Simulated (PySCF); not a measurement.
**C2H11B2O2PSi: a changed input and its effect**

System: C2H11B2O2PSi, SMILES BP[SiH2]B(OC)OC.
Method of the first run: GIAO PBE0/pcSseg-1 NMR shielding, non-relativistic, IEF-PCM acetone (PySCF 2.14.0).

The geometry comes from this level: PBE0-D3(BJ)/def2-SVP. Text and figures count atoms from 1; the logs count them from 0 in places.

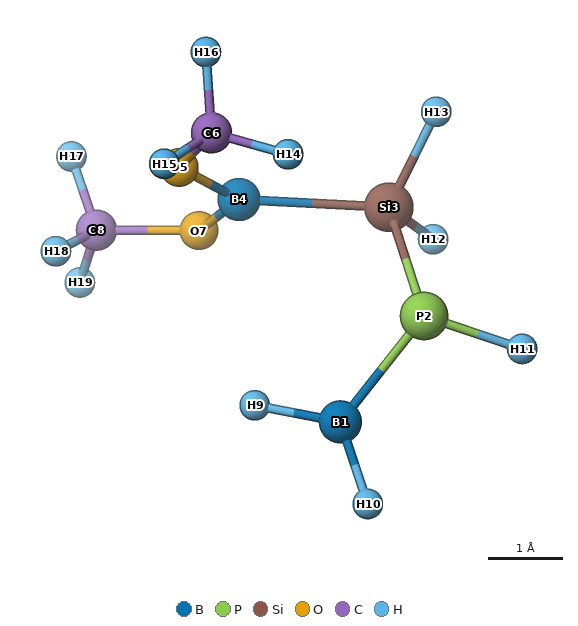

Figure 1. The input geometry (ball-and-stick view, seen at a tilt; atoms are numbered from 1 in the order of the input).

**Input, the first run**
```
{"job": {"kind": "nmr", "xc": "PBE0", "basis": "pcSseg-1", "solvent": "acetone", "pop": true}, "charge": 0, "multiplicity": 1}
B      2.804419    -0.369082     0.397693
P      2.325058     1.346755    -0.069643
Si     0.443951     1.255265    -1.306006
B     -0.773618    -0.109614    -0.399505
O     -1.289224     0.004932     0.847703
C     -1.081396     1.097550     1.702376
O     -1.054621    -1.210388    -1.131375
C     -1.875106    -2.243918    -0.633816
H      1.928863    -1.121036     0.756185
H      3.965416    -0.685089     0.485989
H      3.352885     1.906806    -0.870503
H      0.759875     0.872739    -2.715470
H     -0.128145     2.640883    -1.328670
H     -0.224394     1.718249     1.390055
H     -0.880362     0.724609     2.717465
H     -1.983135     1.729469     1.735903
H     -2.939431    -1.992580    -0.770712
H     -1.697939    -2.424286     0.437203
H     -1.655405    -3.158618    -1.201648
```

The first line tells a small driver script what to run in PySCF; the rest is the geometry in Å.

Command:
```bash
OMP_NUM_THREADS=1 python <driver script> task.json out
```

Hardware: 1 CPU thread, shared host.

**Output (the first run)**
```
coarse grid: 16584 points
cycle   1  E = -913.0896381240  dE =  6.279e-01  |g| = 7.319e-01  |ddm| = 3.711e+00
cycle   2  E = -912.9839419559  dE =  1.057e-01  |g| = 1.067e+00  |ddm| = 1.300e+00
cycle   3  E = -913.1888839009  dE = -2.049e-01  |g| = 6.343e-02  |ddm| = 8.260e-01
cycle   4  E = -913.1896102374  dE = -7.263e-04  |g| = 2.140e-02  |ddm| = 6.834e-02
cycle   5  E = -913.1897495562  dE = -1.393e-04  |g| = 6.002e-03  |ddm| = 3.032e-02
cycle   6  E = -913.1897611330  dE = -1.158e-05  |g| = 1.616e-03  |ddm| = 8.356e-03
cycle   7  E = -913.1897618397  dE = -7.067e-07  |g| = 3.563e-04  |ddm| = 2.014e-03
final grid: 150192 points
cycle   8  E = -913.2545852021  dE = -3.390e-05  |g| = 1.174e-02  |ddm| = 2.575e-02
cycle   9  E = -913.2545638761  dE =  2.133e-05  |g| = 1.623e-02  |ddm| = 1.523e-02
cycle  10  E = -913.2546110635  dE = -4.719e-05  |g| = 1.178e-03  |ddm| = 9.249e-03
cycle  11  E = -913.2546113676  dE = -3.041e-07  |g| = 1.506e-04  |ddm| = 1.101e-03
cycle  12  E = -913.2546113732  dE = -5.570e-09  |g| = 6.298e-05  |ddm| = 2.059e-04
cycle  13  E = -913.2546113742  dE = -9.570e-10  |g| = 2.172e-05  |ddm| = 7.986e-05
converged SCF energy = -913.2546113742

GIAO shielding tensors (ppm)
atom      isotropic    diamagn.    paramagn.     s11        s22        s33       span
  0 B       19.276     198.659    -179.384    -85.197      4.188    138.836    224.033
  1 P      452.725     971.356    -518.631    274.647    492.874    590.653    316.005
  2 Si     437.206     882.134    -444.928    412.342    440.159    459.117     46.775
  3 B       70.551     202.086    -131.535     61.988     66.505     83.162     21.174
  4 O      188.930     398.676    -209.746    -22.631    258.638    330.784    353.414
  5 C      127.387     245.314    -117.927    100.876    102.356    178.930     78.054
  6 O      203.718     396.822    -193.103     65.983    216.746    328.425    262.443
  7 C      132.648     243.382    -110.734    102.858    113.293    181.793     78.935
  8 H       23.491      32.003      -8.512     15.036     26.479     28.958     13.922
  9 H       23.113      29.210      -6.097     15.763     26.262     27.314     11.551
 10 H       26.978      29.322      -2.344     22.023     24.469     34.441     12.418
 11 H       27.280      30.056      -2.777     23.698     25.358     32.783      9.085
 12 H       27.004      29.747      -2.744     24.206     24.647     32.158      7.952
 13 H       27.044      30.958      -3.914     22.148     28.946     30.038      7.890
 14 H       27.337      28.952      -1.615     23.910     25.088     33.013      9.103
 15 H       27.284      28.219      -0.936     23.596     24.791     33.466      9.870
 16 H       27.648      27.424       0.225     23.745     25.220     33.980     10.235
 17 H       27.132      29.743      -2.611     22.957     26.126     32.312      9.355
 18 H       27.643      27.502       0.140     23.512     25.690     33.727     10.215
```

The input of the second run differs as follows (lines with − go, lines with + come):
```diff
-"solvent": "acetone"
-"pop": true
+"solvent": "chloroform"
+"pop": false
```

How does the second run compare with the first run?

The total energy of the second run is 0.9 kcal/mol higher: the change of the electrostatic solvation energy at this fixed geometry, without cavity or dispersion terms. The dipole moment goes from 1.98 to 1.92 D. Of all shieldings, the largest change is that of O7, by −0.8 ppm. The SCF takes 14 iterations against 13.

**Output (the second run)**
```
coarse grid: 16584 points
cycle   1  E = -913.0872056863  dE =  6.302e-01  |g| = 7.345e-01  |ddm| = 3.711e+00
cycle   2  E = -912.9770808506  dE =  1.101e-01  |g| = 1.078e+00  |ddm| = 1.327e+00
cycle   3  E = -913.1875268718  dE = -2.104e-01  |g| = 6.347e-02  |ddm| = 8.491e-01
cycle   4  E = -913.1882427315  dE = -7.159e-04  |g| = 2.198e-02  |ddm| = 7.057e-02
cycle   5  E = -913.1883865453  dE = -1.438e-04  |g| = 6.492e-03  |ddm| = 3.218e-02
cycle   6  E = -913.1883993607  dE = -1.282e-05  |g| = 2.151e-03  |ddm| = 9.134e-03
cycle   7  E = -913.1884003999  dE = -1.039e-06  |g| = 5.370e-04  |ddm| = 2.122e-03
final grid: 150192 points
cycle   8  E = -913.2532286466  dE = -3.349e-05  |g| = 1.184e-02  |ddm| = 2.593e-02
cycle   9  E = -913.2532063983  dE =  2.225e-05  |g| = 1.642e-02  |ddm| = 1.571e-02
cycle  10  E = -913.2532551776  dE = -4.878e-05  |g| = 1.188e-03  |ddm| = 9.566e-03
cycle  11  E = -913.2532554839  dE = -3.062e-07  |g| = 1.645e-04  |ddm| = 1.125e-03
cycle  12  E = -913.2532554901  dE = -6.233e-09  |g| = 7.813e-05  |ddm| = 2.263e-04
cycle  13  E = -913.2532554914  dE = -1.323e-09  |g| = 2.652e-05  |ddm| = 8.267e-05
cycle  14  E = -913.2532554915  dE = -1.219e-10  |g| = 8.789e-06  |ddm| = 2.375e-05
converged SCF energy = -913.2532554915

GIAO shielding tensors (ppm)
atom      isotropic    diamagn.    paramagn.     s11        s22        s33       span
  0 B       19.342     198.608    -179.267    -84.755      3.973    138.808    223.563
  1 P      453.229     971.333    -518.105    276.684    492.028    590.973    314.289
  2 Si     437.499     882.139    -444.640    412.752    440.171    459.574     46.822
  3 B       70.576     202.084    -131.508     62.112     66.468     83.148     21.036
  4 O      188.929     398.526    -209.597    -22.631    259.046    330.370    353.001
  5 C      127.451     245.257    -117.806    101.025    102.544    178.785     77.760
  6 O      202.915     396.598    -193.683     64.727    215.987    328.031    263.303
  7 C      132.650     243.302    -110.652    103.073    113.356    181.521     78.448
  8 H       23.487      31.951      -8.464     15.061     26.456     28.944     13.883
  9 H       23.113      29.184      -6.071     15.793     26.240     27.308     11.515
 10 H       27.075      29.410      -2.335     22.131     24.597     34.498     12.367
 11 H       27.251      30.020      -2.769     23.663     25.324     32.766      9.104
 12 H       27.023      29.769      -2.746     24.228     24.672     32.168      7.939
 13 H       27.043      30.956      -3.913     22.153     28.950     30.025      7.872
 14 H       27.367      28.988      -1.622     23.943     25.123     33.033      9.090
 15 H       27.336      28.278      -0.942     23.643     24.853     33.510      9.867
 16 H       27.688      27.476       0.213     23.778     25.280     34.006     10.228
 17 H       27.138      29.759      -2.621     22.962     26.152     32.301      9.338
 18 H       27.675      27.541       0.134     23.552     25.736     33.737     10.185
```

**The two runs side by side**

```csv
quantity,the first run,the second run
outcome,converged,converged
total energy (hartree),−913.254611,−913.253255
HOMO (eV),−7.18,−7.16
LUMO (eV),−1.59,−1.57
dipole moment (D),1.98,1.92
shielding of B1 (ppm),19.3,19.3
shielding of P2 (ppm),452.7,453.2
shielding of Si3 (ppm),437.2,437.5
shielding of C6 (ppm),127.4,127.5
shielding of O7 (ppm),203.7,202.9
shielding of H11 (ppm),27.0,27.1
shielding of H16 (ppm),27.3,27.3
SCF iterations,13,14
basis functions,205,205
wall time (shared host),75 s,72 s
```
